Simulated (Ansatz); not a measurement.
## Single-point calculation, with input and output: Ge12NH23 (charge −3)

System: Ge12NH23 (Ge12H22 bond rod), charge −3, multiplicity 2.
Method: UKS B3LYP/6-31G* (Ansatz 0.2.0).

Some settings of this run were made unusual or wrong on purpose. The geometry comes from this level: PBE-D4/def2-SVP. Figures and captions count atoms from 1; the log counts them from 0 in places.

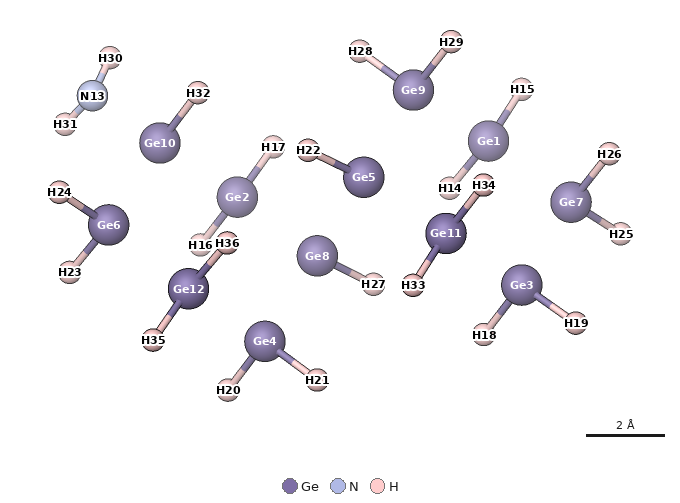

**Figure 1.** The structure as given in the input (ball-and-stick view, seen at a tilt; atoms are numbered from 1 in the order of the input). Sticks mark near contacts. Bond lengths as drawn: Ge–H 1.94 to 1.95 Å and H–N 1.29 Å.

### The input
```yaml
crystal:
  periodic: [false, false, false]
  atoms:
    - {symbol: Ge, position_ang: [-2.449401, 0.709978, -4.473410]}
    - {symbol: Ge, position_ang: [-2.583763, 0.563547, 2.133330]}
    - {symbol: Ge, position_ang: [1.108426, -2.878905, -4.533214]}
    - {symbol: Ge, position_ang: [0.966897, -3.002242, 2.218646]}
    - {symbol: Ge, position_ang: [1.124995, 0.642421, -1.097819]}
    - {symbol: Ge, position_ang: [1.042508, 0.733135, 5.567871]}
    - {symbol: Ge, position_ang: [-0.766951, -1.151671, -6.219089]}
    - {symbol: Ge, position_ang: [-0.758747, -1.214977, 0.441003]}
    - {symbol: Ge, position_ang: [-0.602899, 2.488833, -2.814022]}
    - {symbol: Ge, position_ang: [-0.823852, 2.427944, 3.835282]}
    - {symbol: Ge, position_ang: [2.927806, -1.084556, -2.859955]}
    - {symbol: Ge, position_ang: [2.747872, -1.180917, 3.902800]}
    - {symbol: N, position_ang: [-1.933532, 3.896710, 5.280408]}
    - {symbol: H, position_ang: [-3.549482, -0.348390, -3.270248]}
    - {symbol: H, position_ang: [-3.639143, 1.774890, -5.585484]}
    - {symbol: H, position_ang: [-3.716814, -0.522289, 3.288618]}
    - {symbol: H, position_ang: [-3.762313, 1.578157, 0.957803]}
    - {symbol: H, position_ang: [0.056750, -3.996752, -3.340680]}
    - {symbol: H, position_ang: [2.149797, -4.052164, -5.684289]}
    - {symbol: H, position_ang: [-0.131234, -4.109715, 3.381075]}
    - {symbol: H, position_ang: [2.053938, -4.178556, 1.113456]}
    - {symbol: H, position_ang: [2.174446, 1.669689, 0.183805]}
    - {symbol: H, position_ang: [-0.053442, -0.331254, 6.775613]}
    - {symbol: H, position_ang: [2.174066, 1.875545, 6.661916]}
    - {symbol: H, position_ang: [-1.912219, -2.269721, -7.325822]}
    - {symbol: H, position_ang: [0.314133, -0.058161, -7.411494]}
    - {symbol: H, position_ang: [-1.770164, -2.278379, -0.841868]}
    - {symbol: H, position_ang: [-1.636514, 3.679374, -1.673199]}
    - {symbol: H, position_ang: [0.489053, 3.582891, -3.995025]}
    - {symbol: H, position_ang: [-2.678742, 4.723867, 4.637418]}
    - {symbol: H, position_ang: [-2.697057, 3.269267, 6.102139]}
    - {symbol: H, position_ang: [0.207777, 3.565519, 2.640786]}
    - {symbol: H, position_ang: [4.114191, -2.154615, -1.749247]}
    - {symbol: H, position_ang: [4.024787, 0.011760, -4.034090]}
    - {symbol: H, position_ang: [3.897181, -2.226481, 5.073871]}
    - {symbol: H, position_ang: [3.891671, -0.153744, 2.713077]}
basis:
  gaussian: {orbitals: "6-31G*", fitting: {mean_field: def2-universal-jkfit}, final_grid: {core_spheres: 8, valence_spheres: 7, degree: 23}, point_charges: [{charge: 0.50, position_ang: [7.218, -0.052, -0.719]}]}
total_charge: -3
magnetization: {spin_polarized: true, initial_magnetization: 1}
hamiltonian: {xc: {name: B3LYP}}
scf: {lower_state_search: light}
output: {forces: true}
```

Launch command:
```bash
ansatz run in.yaml --threads 2 --pin off --events-out ev --progress --plain --max-ram 32768MiB --backend cuda --devices 0, --max-vram 18GiB
```

### The program's output
```
Functional definition: B3LYP
  name "B3LYP"
  cite "Stephens, Devlin, Chabalowski & Frisch, J. Phys. Chem. 98, 11623 (1994) doi:10.1021/j100096a001"
  cite "Becke, Phys. Rev. A 38, 3098 (1988) doi:10.1103/PhysRevA.38.3098"
  cite "Lee, Yang & Parr, Phys. Rev. B 37, 785 (1988) doi:10.1103/PhysRevB.37.785"
  cite "Vosko, Wilk & Nusair, Can. J. Phys. 58, 1200 (1980) doi:10.1139/p80-159"
  parameter a0 = 0.2
  parameter ax = 0.72
  parameter ac = 0.81
  exchange = (1 - a0 - ax)*slater_x + ax*b88_x + a0*exact_x
  correlation = (1 - ac)*vwn_rpa_c + ac*lyp_c
3683 factors; integrals over basis functions are off by at most 1.3e-1 eV
mean field evaluation 1: about -679976.6224 eV, gradient 5.1e1 eV
mean field evaluation 2: about -679808.1927 eV, gradient 1.5e2 eV
mean field evaluation 4: about -679988.0895 eV, gradient 2.1e1 eV
mean field evaluation 8: about -679991.8462 eV, gradient 8.2e-1 eV
mean field evaluation 16: about -679991.8635 eV, gradient 2.1e-2 eV
mean field evaluation 32: about -679991.8635 eV, gradient 9.2e-5 eV
mean field evaluation 64: about -679991.7809 eV, gradient 1.0e0 eV
mean field evaluation 96: about -679991.6827 eV, gradient 1.6e0 eV
mean field -679991.86354843 eV, -24989.2400703651 hartree, gradient 1.4e-5 eV, S^2 0.814581; 10 other end points of the search recorded, 0 dependent functions left out
the calculation of the forces begins
reference -679991.86430286 eV, -24989.2400980899 hartree; 209, 208 occupied and 272, 273 virtual orbitals, 3683 factors
Total energy: -679991.86430286 eV, -24989.2400980899 hartree
Atom 0 at    -2.449401     0.709978    -4.473410 Å, force    -0.753338     0.123405     0.038706 eV/Å
Atom 1 at    -2.583763     0.563547     2.133330 Å, force    -0.861188    -0.052337    -0.210768 eV/Å
Atom 2 at     1.108426    -2.878905    -4.533214 Å, force     0.093689    -0.759143    -0.013207 eV/Å
Atom 3 at     0.966897    -3.002242     2.218646 Å, force    -0.009793    -0.746227    -0.219353 eV/Å
Atom 4 at     1.124995     0.642421    -1.097819 Å, force     0.341726     0.353617     0.613588 eV/Å
Atom 5 at     1.042508     0.733135     5.567871 Å, force     0.079666     0.149610     0.738494 eV/Å
Atom 6 at    -0.766951    -1.151671    -6.219089 Å, force    -0.120577    -0.073699    -0.673463 eV/Å
Atom 7 at    -0.758747    -1.214977     0.441003 Å, force    -0.397311    -0.409509    -0.614899 eV/Å
Atom 8 at    -0.602899     2.488833    -2.814022 Å, force     0.046175     0.764153     0.206528 eV/Å
Atom 9 at    -0.823852     2.427944     3.835282 Å, force    -0.482570     0.957329     0.269651 eV/Å
Atom 10 at     2.927806    -1.084556    -2.859955 Å, force     0.547476     0.058420     0.146956 eV/Å
Atom 11 at     2.747872    -1.180917     3.902800 Å, force     0.661209    -0.166779     0.081809 eV/Å
Atom 12 at    -1.933532     3.896710     5.280408 Å, force    -3.211192     0.213220    -0.190439 eV/Å
Atom 13 at    -3.549482    -0.348390    -3.270248 Å, force     1.068813     1.288393    -1.505245 eV/Å
Atom 14 at    -3.639143     1.774890    -5.585484 Å, force     0.935650    -1.184520     1.209421 eV/Å
Atom 15 at    -3.716814    -0.522289     3.288618 Å, force     0.971929     1.284558    -1.272673 eV/Å
Atom 16 at    -3.762313     1.578157     0.957803 Å, force     0.982288    -1.160854     1.423037 eV/Å
Atom 17 at     0.056750    -3.996752    -3.340680 Å, force     1.278395     1.060565    -1.473367 eV/Å
Atom 18 at     2.149797    -4.052164    -5.684289 Å, force    -1.134313     0.879012     1.223517 eV/Å
Atom 19 at    -0.131234    -4.109715     3.381075 Å, force     1.341601     0.940528    -1.243120 eV/Å
Atom 20 at     2.053938    -4.178556     1.113456 Å, force    -1.191075     0.948138     1.362082 eV/Å
Atom 21 at     2.174446     1.669689     0.183805 Å, force    -1.016536    -1.005760    -1.331307 eV/Å
Atom 22 at    -0.053442    -0.331254     6.775613 Å, force     1.288996     1.216802    -1.072183 eV/Å
Atom 23 at     2.174066     1.875545     6.661916 Å, force    -1.195745    -1.253241    -0.780757 eV/Å
Atom 24 at    -1.912219    -2.269721    -7.325822 Å, force     1.229916     1.208856     0.794149 eV/Å
Atom 25 at     0.314133    -0.058161    -7.411494 Å, force    -1.253470    -1.261221     1.065776 eV/Å
Atom 26 at    -1.770164    -2.278379    -0.841868 Å, force     1.056636     1.068906     1.341133 eV/Å
Atom 27 at    -1.636514     3.679374    -1.673199 Å, force     1.162000    -0.995843    -1.424520 eV/Å
Atom 28 at     0.489053     3.582891    -3.995025 Å, force    -1.322469    -0.927255     1.256901 eV/Å
Atom 29 at    -2.678742     4.723867     4.637418 Å, force     2.255869    -3.394377     2.331242 eV/Å
Atom 30 at    -2.697057     3.269267     6.102139 Å, force     2.367008     2.174028    -3.532895 eV/Å
Atom 31 at     0.207777     3.565519     2.640786 Å, force    -1.165776    -1.023824     1.384198 eV/Å
Atom 32 at     4.114191    -2.154615    -1.749247 Å, force    -0.743348     1.147113    -1.257077 eV/Å
Atom 33 at     4.024787     0.011760    -4.034090 Å, force    -0.765788    -1.266275     1.215422 eV/Å
Atom 34 at     3.897181    -2.226481     5.073871 Å, force    -0.792807     1.111104    -1.262012 eV/Å
Atom 35 at     3.891671    -0.153744     2.713077 Å, force    -0.973672    -1.205803     1.387692 eV/Å
Dipole moment:    -0.925800     0.054029    -0.070003 e Å
```

### What the run reported

- outcome: converged
- total energy: −679991.8643 eV
- ⟨S²⟩: 0.815
- SCF solution under orbital rotations: stable
- largest force (length of the vector): 4.776 eV/Å
- hardware: 2 CPU threads, shared host
- wall time: 42 s (CPU time 48 s)
- peak memory: 3.9 GiB

This input holds a deliberate fault: charge. The run converged all the same; its numbers are those of the faulty input and shouldn't be used.
